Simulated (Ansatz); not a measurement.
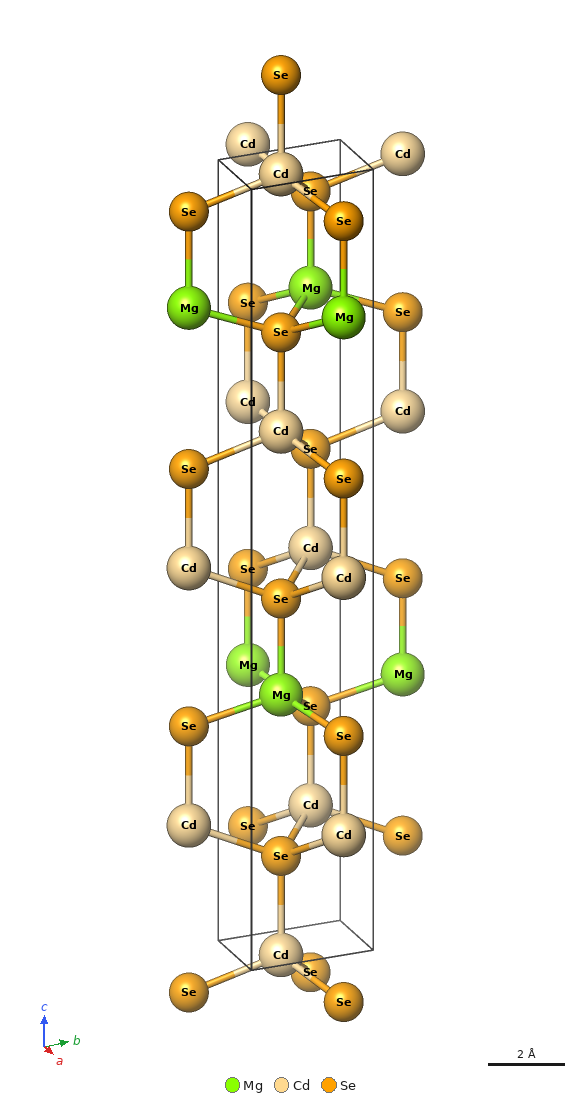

Drawn in the ball-and-stick manner and seen slightly off an axis. One conventional unit cell is framed, with atoms on its boundary repeated. Bonds that leave the box are completed with the atoms at their other ends.

MgCd₂Se₃, space group P6_3mc (No. 186), a = 4.342 Å, b = 4.342 Å, c = 21.169 Å, α = 90.00°, β = 90.00°, γ = 120.00°. The structure was taken from a structure type filled with these elements by a generator (whether the compound takes this form wasn't checked). Earlier steps of the study, as a rule a relaxation of our own, may have changed the cell and positions, so they can lie some per cent off the listed ones. It was run through Ansatz as a DFT input.

This one geometry was computed with Ansatz (DFT, plane waves, PAW) at three levels of theory: r2SCAN, PBE and PBEsol.

### Which level gives the highest pressure at this volume, and what does that say about its equilibrium volume?

Highest: PBE (0.0 GPa), which points to the largest equilibrium volume. Lowest, with the smallest volume: PBEsol (-2.2 GPa). Levels within 0.5 GPa of each other can't be told apart.

### How does the band gap change with the level of theory?

PBEsol: a gap of 0.89 eV, direct; PBE: a gap of 1.01 eV, direct; r2SCAN: a gap of 1.52 eV, direct.

### Collect the results in a table.

| level | cutoff (eV) | k-mesh of the run's cell | gap (eV) | pressure (GPa) |
| --- | --- | --- | --- | --- |
| r2SCAN | 500 | 6×6×2 | 1.52 | -1.3 |
| PBE | 420 | 6×6×2 | 1.01 | 0.0 |
| PBEsol | 420 | 6×6×2 | 0.89 | -2.2 |

Gaps are taken on the k-mesh or band path of each run.
